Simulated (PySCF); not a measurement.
# B3LYP/cc-pVTZ run of GaCl (SMILES [Cl][Ga])

Aim: the vertical singlet–triplet gap of GaCl at B3LYP/cc-pVTZ, from 2 runs. 

The results are computed with PySCF 2.14.0.

3 further runs of the same task are left out: 3 set aside as unsound or not needed.

### 1 The structure to begin with

The species is GaCl (2 atoms), meant as a singlet with charge 0. SMILES: `[Cl][Ga]`. The shape comes from GFN2-xTB, which is rough for such elements, and wasn't checked as a minimum.

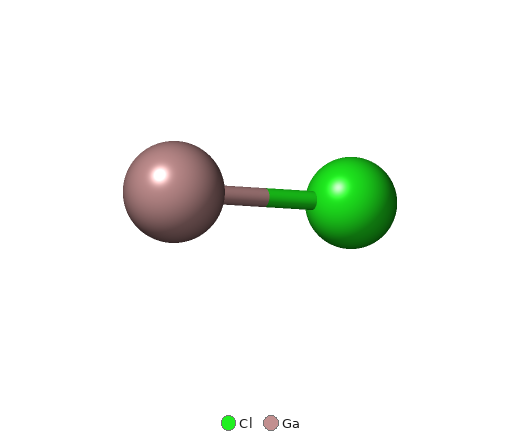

Viewed from a chosen angle; chlorine green, gallium pink.

### 2 A single-point energy at B3LYP/cc-pVTZ

run.py

```python
from pyscf import gto, dft

molecule = gto.Mole()
molecule.atom = '''
Cl   0.000000   0.000000   0.000000
Ga   0.000000   0.000000   2.168600
'''
molecule.max_memory = 1860
molecule.verbose = 4
molecule.basis = 'cc-pvtz'
molecule.charge = 0
molecule.spin = 0
molecule.build()

mf = dft.RKS(molecule)
mf.xc = 'b3lyp'
mf.conv_tol = 1e-10
mf.grids.level = 5
mf.kernel()
if not mf.converged:
    mf = mf.newton().run(mf.mo_coeff, mf.mo_occ)

etot = mf.e_tot
print('Final energy', etot)
```

Run with:

```
$ OMP_NUM_THREADS=1 python run.py
```

Standard output:

```text
PySCF version 2.14.0

[INPUT] num. atoms = 2
[INPUT] num. electrons = 48
[INPUT] charge = 0
[INPUT] spin (= nelec alpha-beta = 2S) = 0
[INPUT] symmetry False subgroup None
[INPUT] Mole.unit = angstrom
[INPUT] Symbol           X                Y                Z      unit          X                Y                Z       unit  Magmom
[INPUT]  1 Cl     0.000000000000   0.000000000000   0.000000000000 AA    0.000000000000   0.000000000000   0.000000000000 Bohr   0.0
[INPUT]  2 Ga     0.000000000000   0.000000000000   2.168600000000 AA    0.000000000000   0.000000000000   4.098060073732 Bohr   0.0

nuclear repulsion = 128.597431594042
number of shells = 19
number of NR pGTOs = 170
number of NR cGTOs = 77
basis = cc-pvtz
ecp = {}

******** <class 'pyscf.dft.rks.RKS'> ********
method = RKS
initial guess = minao
damping factor = 0
level_shift factor = 0
DIIS = <class 'pyscf.scf.diis.CDIIS'>
diis_start_cycle = 1
diis_space = 8
diis_damp = 0
SCF conv_tol = 1e-10
SCF conv_tol_grad = None
SCF max_cycles = 50
direct_scf = True
direct_scf_tol = 1e-13
XC library pyscf.dft.libxc version 7.0.0
    S. Lehtola, C. Steigemann, M. J.T. Oliveira, and M. A.L. Marques.,  SoftwareX 7, 1–5 (2018)
XC functionals = b3lyp
    P. J. Stephens, F. J. Devlin, C. F. Chabalowski, and M. J. Frisch.,  J. Phys. Chem. 98, 11623 (1994)
radial grids:
    Treutler-Ahlrichs [JCP 102, 346 (1995); DOI:10.1063/1.469408] (M4) radial grids

becke partition: Becke, JCP 88, 2547 (1988); DOI:10.1063/1.454033
pruning grids: <function nwchem_prune>
grids dens level: 5
symmetrized grids: False
atomic radii adjust function: <function treutler_atomic_radii_adjust>
small_rho_cutoff = 0
Set gradient conv threshold to 1e-05
Initial guess from minao.
tot grids = 88328
init E= -2384.7453679641
  HOMO = -0.257549364009924  LUMO = -0.0639762908839589  gap/eV = 5.26739
cycle= 1 E= -2385.19261813569  delta_E= -0.447  |g|= 0.478  |ddm|= 1.21
  HOMO = -0.242406120783114  LUMO = -0.0867633949499965  gap/eV = 4.23525
cycle= 2 E= -2385.08973271134  delta_E= 0.103  |g|= 0.771  |ddm|= 1.14
  HOMO = -0.268025398327286  LUMO = -0.0661832296709936  gap/eV = 5.49241
cycle= 3 E= -2385.24250511637  delta_E= -0.153  |g|= 0.0865  |ddm|= 0.709
  HOMO = -0.266381637144332  LUMO = -0.0679743260533664  gap/eV = 5.39894
cycle= 4 E= -2385.24419862113  delta_E= -0.00169  |g|= 0.0213  |ddm|= 0.108
  HOMO = -0.26805469408292  LUMO = -0.0682724782720757  gap/eV = 5.43635
cycle= 5 E= -2385.24430054017  delta_E= -0.000102  |g|= 0.00212  |ddm|= 0.019
  HOMO = -0.26757097384202  LUMO = -0.0678093468825568  gap/eV = 5.43579
cycle= 6 E= -2385.24430235649  delta_E= -1.82e-06  |g|= 0.000675  |ddm|= 0.00356
  HOMO = -0.267603919492224  LUMO = -0.067835392053503  gap/eV = 5.43598
cycle= 7 E= -2385.24430246685  delta_E= -1.1e-07  |g|= 0.000175  |ddm|= 0.000541
  HOMO = -0.267613520129635  LUMO = -0.0678465504871203  gap/eV = 5.43594
cycle= 8 E= -2385.24430247833  delta_E= -1.15e-08  |g|= 2.47e-05  |ddm|= 0.000289
  HOMO = -0.267614286842054  LUMO = -0.0678488755522428  gap/eV = 5.43589
cycle= 9 E= -2385.24430247851  delta_E= -1.87e-10  |g|= 3.09e-06  |ddm|= 3.11e-05
  HOMO = -0.267614083300309  LUMO = -0.0678489008012593  gap/eV = 5.43589
cycle= 10 E= -2385.24430247852  delta_E= -5e-12  |g|= 9.83e-08  |ddm|= 4.91e-06
  HOMO = -0.267614092780463  LUMO = -0.0678489111545055  gap/eV = 5.43589
Extra cycle  E= -2385.24430247852  delta_E= 2.73e-12  |g|= 8.08e-08  |ddm|= 2.33e-07
converged SCF energy = -2385.24430247852
Final energy -2385.244302478517
```

Wall time 6.3 s (1 thread of Arm Neoverse V2, shared host); peak memory 0.36 GiB.

### 3 The triplet, same level

calc.py

```python
from pyscf import gto, dft

mol = gto.Mole()
mol.atom = 'Cl 0.000000 0.000000 0.000000; Ga 0.000000 0.000000 2.168600'
mol.basis = 'cc-pvtz'
mol.charge = 0
mol.max_memory = 1860
mol.verbose = 4
mol.spin = 2
mol.build()

calc0 = dft.UKS(mol)
calc0.xc = 'b3lyp'
calc0.conv_tol = 1e-10
calc0.grids.level = 5
calc0.kernel()
if not calc0.converged:
    calc0 = calc0.newton().run(calc0.mo_coeff, calc0.mo_occ)

e_tot = calc0.e_tot
print('E(%s) = %.9f' % ('B3LYP', e_tot))
```

Run with:

```
$ OMP_NUM_THREADS=1 python calc.py
```

Standard output:

```text
PySCF version 2.14.0

[INPUT] num. atoms = 2
[INPUT] num. electrons = 48
[INPUT] charge = 0
[INPUT] spin (= nelec alpha-beta = 2S) = 2
[INPUT] symmetry False subgroup None
[INPUT] Mole.unit = angstrom
[INPUT] Symbol           X                Y                Z      unit          X                Y                Z       unit  Magmom
[INPUT]  1 Cl     0.000000000000   0.000000000000   0.000000000000 AA    0.000000000000   0.000000000000   0.000000000000 Bohr   0.0
[INPUT]  2 Ga     0.000000000000   0.000000000000   2.168600000000 AA    0.000000000000   0.000000000000   4.098060073732 Bohr   0.0

nuclear repulsion = 128.597431594042
number of shells = 19
number of NR pGTOs = 170
number of NR cGTOs = 77
basis = cc-pvtz
ecp = {}

******** <class 'pyscf.dft.uks.UKS'> ********
method = UKS
initial guess = minao
damping factor = 0
level_shift factor = 0
DIIS = <class 'pyscf.scf.diis.CDIIS'>
diis_start_cycle = 1
diis_space = 8
diis_damp = 0
SCF conv_tol = 1e-10
SCF conv_tol_grad = None
SCF max_cycles = 50
direct_scf = True
direct_scf_tol = 1e-13
number electrons alpha = 25  beta = 23
XC library pyscf.dft.libxc version 7.0.0
    S. Lehtola, C. Steigemann, M. J.T. Oliveira, and M. A.L. Marques.,  SoftwareX 7, 1–5 (2018)
XC functionals = b3lyp
    P. J. Stephens, F. J. Devlin, C. F. Chabalowski, and M. J. Frisch.,  J. Phys. Chem. 98, 11623 (1994)
radial grids:
    Treutler-Ahlrichs [JCP 102, 346 (1995); DOI:10.1063/1.469408] (M4) radial grids

becke partition: Becke, JCP 88, 2547 (1988); DOI:10.1063/1.454033
pruning grids: <function nwchem_prune>
grids dens level: 5
symmetrized grids: False
atomic radii adjust function: <function treutler_atomic_radii_adjust>
small_rho_cutoff = 0
Set gradient conv threshold to 1e-05
tot grids = 88328
init E= -2384.7453679641

[... the frontier-level lines of each cycle are left out ...]



cycle= 1 E= -2385.05424602993  delta_E= -0.309  |g|= 0.353  |ddm|=  1.2


cycle= 2 E= -2384.94920467702  delta_E= 0.105  |g|= 0.553  |ddm|= 0.941


cycle= 3 E= -2385.10606527624  delta_E= -0.157  |g|= 0.082  |ddm|= 0.589


cycle= 4 E= -2385.10958073584  delta_E= -0.00352  |g|= 0.0156  |ddm|= 0.0914


cycle= 5 E= -2385.10974255585  delta_E= -0.000162  |g|= 0.00137  |ddm|= 0.0223


cycle= 6 E= -2385.10974473517  delta_E= -2.18e-06  |g|= 0.000779  |ddm|= 0.00342


cycle= 7 E= -2385.10974518582  delta_E= -4.51e-07  |g|= 0.000211  |ddm|= 0.000983


cycle= 8 E= -2385.10974522331  delta_E= -3.75e-08  |g|= 5.04e-05  |ddm|= 0.000337


cycle= 9 E= -2385.10974522761  delta_E= -4.29e-09  |g|= 1.25e-05  |ddm|= 0.00013


cycle= 10 E= -2385.10974522783  delta_E= -2.18e-10  |g|= 1.39e-06  |ddm|= 3.2e-05


cycle= 11 E= -2385.10974522783  delta_E= -9.09e-13  |g|= 4.02e-07  |ddm|= 4.36e-06


Extra cycle  E= -2385.10974522783  delta_E= -1.36e-12  |g|= 6.16e-07  |ddm|= 1.11e-06
converged SCF energy = -2385.10974522783  <S^2> = 2.0028725  2S+1 = 3.0019144
E(B3LYP) = -2385.109745228
```

It took 11 s on 1 thread of Arm Neoverse V2, shared host; peak memory 0.37 GiB.

### 4 Results

At B3LYP/cc-pVTZ:

| quantity | value |
| --- | --- |
| singlet: total energy | -2385.24430 Eh |
| singlet: dipole moment | 2.05 D |
| singlet: HOMO energy | -7.28 eV |
| singlet: LUMO energy | -1.85 eV |
| singlet: HOMO–LUMO gap | 5.44 eV |
| triplet: total energy | -2385.10975 Eh |
| triplet: dipole moment | 1.46 D |
| triplet: HOMO energy (highest over α and β) | -3.89 eV |
| triplet: ⟨S²⟩ | 2.003 |
| vertical energy of the triplet above the singlet | 3.661 eV |

What this shows: At this shape the triplet lies 3.66 eV (84 kcal/mol) above the singlet.
